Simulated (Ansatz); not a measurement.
**Single-point calculation of AlSi$_{2}$H$_{7}$O$_{3}$**

- system: AlSi$_{2}$H$_{7}$O$_{3}$
- method: RKS B3LYP-D4/def2-TZVPP (Ansatz 0.2.0)

The geometry comes from this level: PBE0-D4/def2-TZVP.

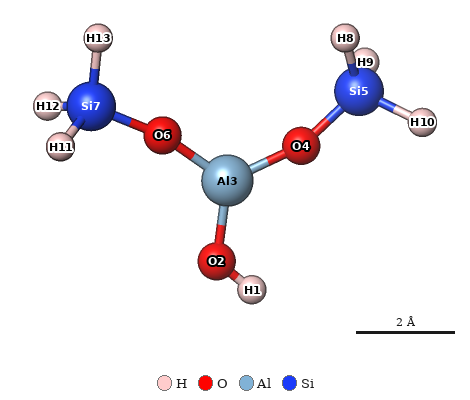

Fig. 1: The structure as given in the input (ball-and-stick view, seen at a tilt; atoms are numbered from 1 in the order of the input). Sticks mark near contacts. Bond lengths as drawn: Al–O 1.67 to 1.68 Å, H–O 0.96 Å, H–Si 1.49 Å and O–Si 1.62 to 1.63 Å.

Summary:

```tsv
quantity	value
outcome	converged
total energy	−28620.3752 eV
mean-field energy	−28619.9196 eV
dispersion energy	−0.4556 eV
SCF solution under orbital rotations	stable
hardware	4 CPU threads, shared host
wall time	4.9 s (CPU time 3.1 s)
peak memory	1.3 GiB
```

Input:
```yaml
crystal:
  periodic: [false, false, false]
  atoms:
    - {symbol: H, position_ang: [1.806298, 0.989115, 1.658912]}
    - {symbol: O, position_ang: [0.950094, 0.568887, 1.603284]}
    - {symbol: Al, position_ang: [0.092574, 0.450402, 0.158657]}
    - {symbol: O, position_ang: [0.713235, 1.069940, -1.268896]}
    - {symbol: Si, position_ang: [0.850669, 1.485500, -2.834172]}
    - {symbol: O, position_ang: [-1.397506, -0.301516, 0.174987]}
    - {symbol: Si, position_ang: [-2.781054, -1.072989, 0.530754]}
    - {symbol: H, position_ang: [-0.487441, 1.736576, -3.433861]}
    - {symbol: H, position_ang: [1.519504, 0.395330, -3.592921]}
    - {symbol: H, position_ang: [1.667356, 2.722217, -2.950494]}
    - {symbol: H, position_ang: [-3.433763, -0.450855, 1.713450]}
    - {symbol: H, position_ang: [-2.507437, -2.504231, 0.828053]}
    - {symbol: H, position_ang: [-3.710924, -0.994346, -0.626737]}
basis:
  gaussian: {orbitals: def2-TZVPP}
hamiltonian: {xc: {name: B3LYP}, dispersion: d4}
```

Launched with:
```bash
ansatz run in.yaml --threads 4 --pin off --events-out ev --progress --plain --max-ram 66560MiB --backend cuda --devices 0, --max-vram 37GiB
```

The program's output:
```
Functional definition: B3LYP
  name "B3LYP"
  cite "Stephens, Devlin, Chabalowski & Frisch, J. Phys. Chem. 98, 11623 (1994) doi:10.1021/j100096a001"
  cite "Becke, Phys. Rev. A 38, 3098 (1988) doi:10.1103/PhysRevA.38.3098"
  cite "Lee, Yang & Parr, Phys. Rev. B 37, 785 (1988) doi:10.1103/PhysRevB.37.785"
  cite "Vosko, Wilk & Nusair, Can. J. Phys. 58, 1200 (1980) doi:10.1139/p80-159"
  parameter a0 = 0.2
  parameter ax = 0.72
  parameter ac = 0.81
  exchange = (1 - a0 - ax)*slater_x + ax*b88_x + a0*exact_x
  correlation = (1 - ac)*vwn_rpa_c + ac*lyp_c
1741 factors; their error is unknown
mean field evaluation 1: about -28602.7360 eV, gradient 1.0e2 eV
mean field evaluation 2: about -28556.5362 eV, gradient 1.9e2 eV
mean field evaluation 4: about -28619.8347 eV, gradient 5.3e0 eV
mean field evaluation 8: about -28619.8807 eV, gradient 3.8e-1 eV
mean field evaluation 16: about -28619.9192 eV, gradient 9.4e-5 eV
mean field -28619.91921486 eV, -1051.7626318683 hartree, gradient 1.5e-5 eV, S^2 0.000000; 0 other end points of the search recorded, 0 dependent functions left out
reference -28619.91956478 eV, -1051.7626447275 hartree; 36, 36 occupied and 281, 281 virtual orbitals, 1741 factors
Total energy: -28620.37515764 eV, -1051.7793874561 hartree
```
